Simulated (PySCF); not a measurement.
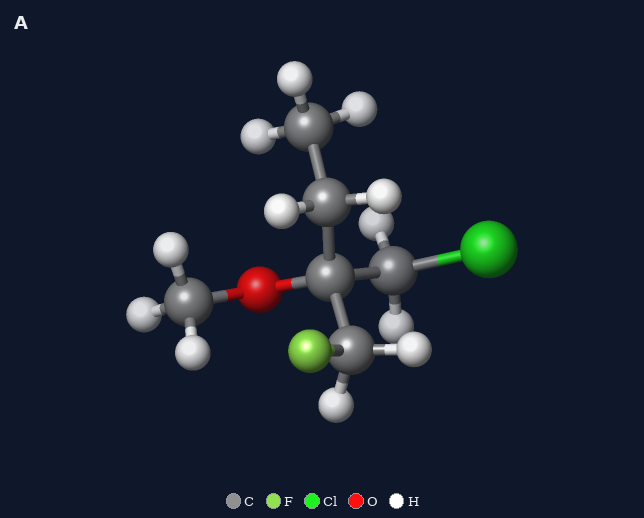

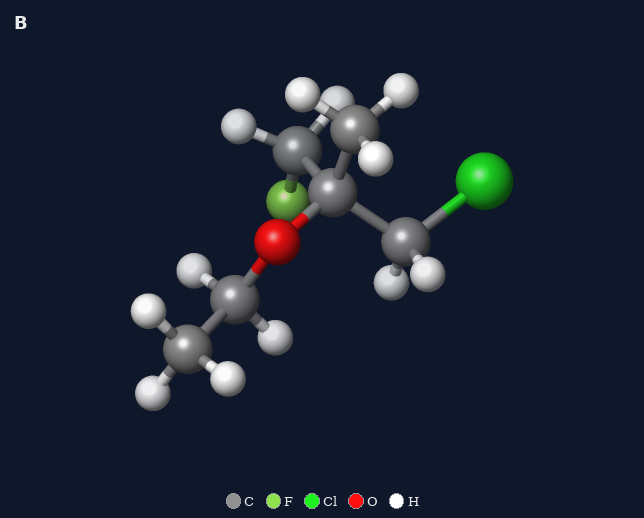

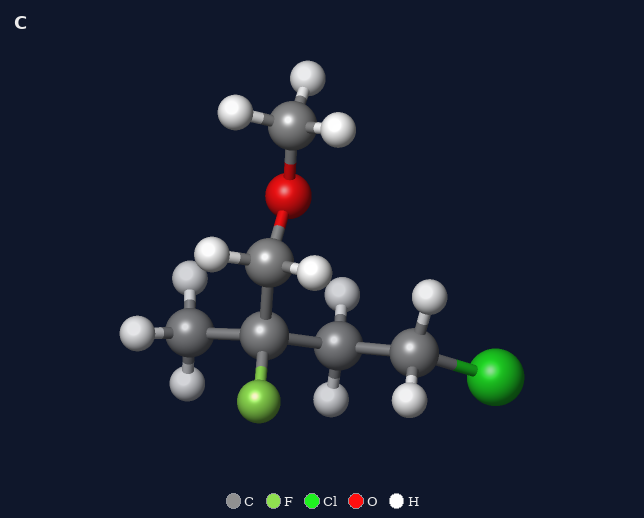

3 stationary structures of one formula. Geometries: GFN2-xTB. Electronic energies: PBE0/pcSseg-1 (PySCF 2.14.0), without zero-point energy. No frequency run is at hand to confirm each as a minimum. Each is one conformer, not always the lowest.

**How are they related?**

They are constitutional isomers of C6H12ClFO: A `CC[C@](CF)(CCl)OC`, B `CCO[C@](C)(CF)CCl`, C `COC[C@](C)(F)CCCl`.

**Rank them by energy, lowest first.**

C is lowest; B lies 2.7 kcal/mol above it, A lies 6.3 kcal/mol above it.
